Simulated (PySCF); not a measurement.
**W³⁺: dipole response in aug-cc-pVTZ-PP plus 1 even-tempered diffuse shell per l with ECP60**

Aim: the static polarisability and the C₆ coefficient of W³⁺, method by method.

Program: PySCF 2.14.0. Level of theory: unrestricted determinants in a Gaussian basis, no spin-orbit coupling in the energies. These are calculated values, not measurements, unless marked.

## Step 1: Starting point

* Element: tungsten (Z = 74)
* Basis: aug-cc-pVTZ-PP with one added diffuse shell each of s, p, d, f, g type with ECP60MDF (7s7p6d4f3g, 113 functions)
* Hamiltonian: a scalar-relativistic core potential
* State 1: W³⁺: [Xe] 4f14 5d3, high-spin 4F determinant
* Methods: PBE0

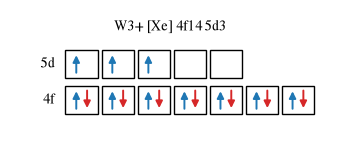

The shells outside the core, filled by Hund's rule for the drawing.

One driver process ran all states and methods and kept the integrals in memory. Each run is shown as a PySCF script that sums up its settings (the driver passes frozen orbitals as a list and adds second-order terms of double hybrids); the logs are those of the runs themselves. The driver starts from symmetry-adapted Hartree-Fock orbitals, holds the occupation by maximum overlap and uses a logarithmic radial grid for functionals, so a plain start would take other cycles.

The integrals over 113 functions and the set-up took 1.4 s of CPU time.

## Step 2: W³⁺: PBE0

Level: PBE0.

input.py reads:

```python
from pyscf import gto, scf, dft, mp, cc
import basis_set_exchange as bse
txt = bse.get_basis("aug-cc-pVTZ-PP", elements=["W"], fmt="nwchem", header=False, augment_diffuse=1)
cut = txt.index("\nECP")
mol = gto.M(atom="W 0 0 0", charge=3, spin=3, symmetry="D2h",
            basis=gto.basis.parse(txt[:cut]),
            ecp={"W": gto.basis.parse_ecp(txt[cut:])})
mf = dft.UKS(mol, xc="PBE0")
mf.irrep_nelec = {'Ag': (1, 1), 'B1g': (1, 0), 'B2g': (1, 0), 'B3g': (1, 0), 'B1u': (1, 1), 'B2u': (1, 1), 'B3u': (1, 1)}
mf.kernel()
```

The log of the run:

```text
damping factor = 0
level_shift factor = 0
DIIS = <class 'pyscf.scf.diis.CDIIS'>
diis_start_cycle = 1
diis_space = 10
diis_damp = 0
SCF conv_tol = 1e-09
SCF conv_tol_grad = None
number electrons alpha = 7  beta = 4
XC functionals = PBE0
    C. Adamo and V. Barone.,  J. Chem. Phys. 110, 6158 (1999)
    M. Ernzerhof and G. E. Scuseria.,  J. Chem. Phys. 110, 5029 (1999)
cycle= 1 E= -65.4572605976552  delta_E= -0.00286  |g|= 0.00941  |ddm|= 0.0685
cycle= 2 E= -65.4572897161707  delta_E= -2.91e-05  |g|= 0.00245  |ddm|= 0.0179
cycle= 3 E= -65.4572915387504  delta_E= -1.82e-06  |g|= 0.000328  |ddm|= 0.00455
cycle= 4 E= -65.4572915737212  delta_E= -3.5e-08  |g|= 5.51e-06  |ddm|= 0.000568
cycle= 5 E= -65.4572915737324  delta_E= -1.12e-11  |g|= 2.19e-07  |ddm|= 1.22e-05
converged SCF energy = -65.4572915737324  <S^2> = 3.7513358  2S+1 = 4.0006678
```

CPU time 43 s on a shared host, the integrals not counted.

Orbital energies by shell (radii are means over both spins):

```csv
shell,electrons,mean orbital energy (eV),spread (eV),rms radius (bohr)
5s α,1,-111.73,0,1.15
5s β,1,-109.67,0,1.15
5p α,3,-75.319,0,1.33
5p β,3,-72.475,0,1.33
5d α,3,-33.934,0,1.88
```

⟨S²⟩ = 3.751, ⟨L²⟩ = 12.01.

The driver then solved the coupled dipole response at imaginary frequencies: mean α = 7.389 bohr³, C₆ = 36.27 au for a like pair.

Energies and moments cover only the electrons outside the core potential. Spin-orbit coupling, absent here, splits the open shell strongly.

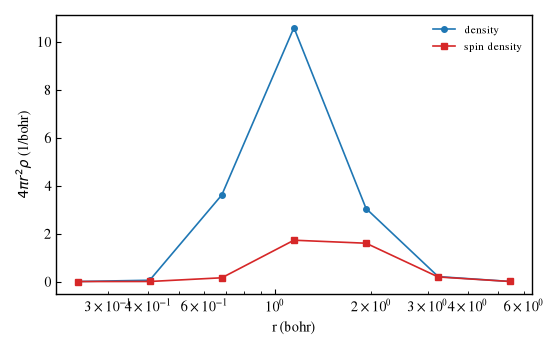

Radial density 4πr²ρ of W³⁺ at PBE0, the electrons outside the core potential, at 7 stored radii joined by straight lines.

## Step 3: The response side by side

W³⁺, in atomic units:

```csv
method,mean α,C₆ (like pair),S(−4)
PBE0,7.389,36.27,18.11
```

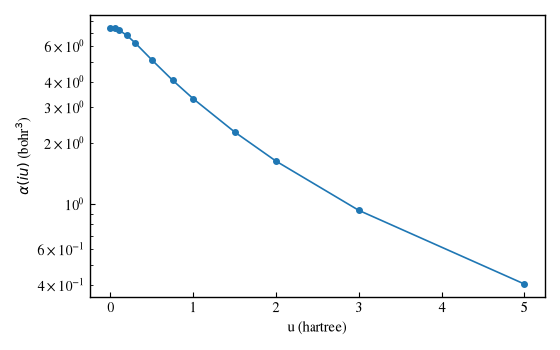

α(iu) of W³⁺, the polarisability at imaginary frequency, on a logarithmic scale.

## Step 4: Summary of results

```
quantity               value
α of W³⁺  7.389 (PBE0) bohr³
```

In words: A single London oscillator with the computed α and C₆ of W³⁺ at PBE0 would have ω = 4 C₆ / (3 α²) = 0.886 hartree. All values hold for this basis alone; no basis-set limit was taken.
